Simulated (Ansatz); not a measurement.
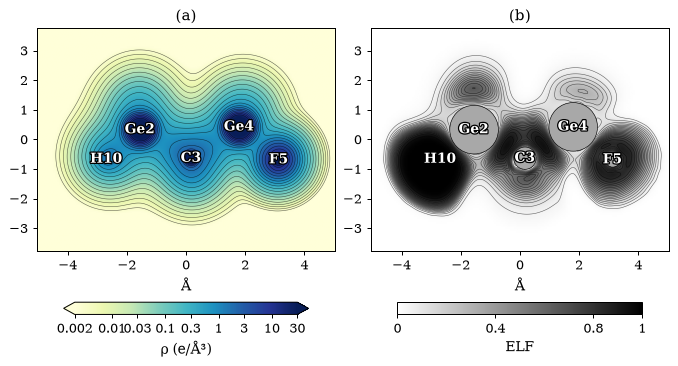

C2H9FGe2 (SMILES [CH3][GeH2][CH2][GeH2][F]). (a) electron density; (b) ELF on the plane of atoms C3, Ge4 and F5. Grey discs cover the atomic cores in the ELF map.

Computed with RHF/def2-SVP in Ansatz 0.2.0.

```xyz
14

C    -1.3949    1.2733    1.0814
Ge    0.4469    0.5988    1.1294
C     0.6282   -1.0447    0.0486
Ge    0.4860   -0.8751   -1.8814
F     0.5687   -2.4763   -2.5459
H    -2.0892    0.5192    1.4570
H    -1.4898    2.1645    1.7035
H    -1.6915    1.5349    0.0641
H     1.4085    1.6734    0.5877
H     0.8489    0.2743    2.5775
H    -0.1304   -1.7587    0.3807
H     1.6009   -1.4925    0.2682
H     1.6557   -0.1084   -2.5003
H    -0.8609   -0.3119   -2.3417
```

Describe what can be read from this map.

- The plane passes through Ge, C, F and H nuclei.
- Ge–F (1.74 Å): ρ at the midpoint is about 0.88 e/Å³; the ELF peaks at about 0.85 in the valence shell of F, 0.5 Å from its nucleus, and is about 0.20 at the midpoint.
- C–Ge (1.94 Å): ρ is about 0.91 e/Å³ halfway; the ELF peaks at about 0.95 between the atoms, as expected for a shared electron pair.
- Ge–H (1.54 Å): the density is about 1 e/Å³ at the midpoint; the ELF climbs to about 1 towards the hydrogen.
- The ELF also peaks beside F5, away from the bonds: lone-pair regions.
